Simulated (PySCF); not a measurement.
Consider C3H10O3SSi (SMILES CS(=O)(=O)OCC[SiH3]).

Input

```
{"job": {"kind": "nmr", "xc": "PBE0", "basis": "pcSseg-1"}, "charge": 0, "multiplicity": 1}
C     -3.274218    -0.114561     0.484853
S     -1.696177    -0.190695    -0.367897
O     -1.579770    -1.452049    -1.029173
O     -1.483651     0.990725    -1.146646
O     -0.744132    -0.136193     0.929434
C      0.546710     0.416641     0.687904
C      1.393279    -0.489752    -0.181691
Si     3.112418     0.232021    -0.535689
H     -3.340938     0.848672     0.969641
H     -3.281124    -0.922089     1.202827
H     -4.059173    -0.239083    -0.248891
H      0.405601     1.388758     0.204394
H      0.987448     0.560553     1.677604
H      1.474604    -1.463891     0.303186
H      0.854617    -0.652715    -1.116037
H      3.862229    -0.719578    -1.355671
H      2.993302     1.517200    -1.223653
H      3.820217     0.432355     0.733847
```

Launched as:

```sh
OMP_NUM_THREADS=1 python probes_run.py task.json out
```

Geometry: GFN2-xTB.

These are results of PBE0/pcSseg-1, SCF density, gas phase, non-relativistic (PySCF 2.14.0), not measurements.

Q: What can the converged electron density and electron localisation function tell about the bonding?

A: S–O (1.43 Å): ρ is about 2.3 e/Å³ halfway; the ELF peaks at about 0.80 between the atoms, as expected for a short, strongly polar bond.
C–Si (1.90 Å): ρ at the midpoint is about 0.92 e/Å³; the ELF peaks at about 0.95 between the atoms: a shared electron pair.
C–H (1.09 Å): ρ is about 2 e/Å³ halfway; the ELF climbs to about 1 towards the hydrogen, as it does in any bond to H: an ordinary covalent bond to hydrogen.

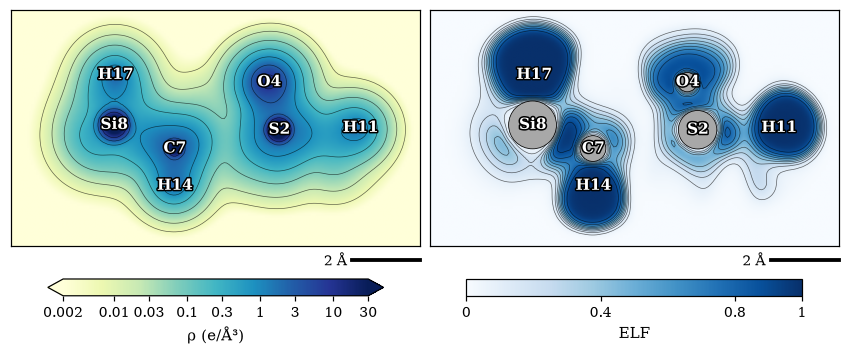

Computed electron density and electron localisation function on the plane of atoms C7, Si8 and H17, in this order. Grey discs cover the atomic cores in the ELF map. 
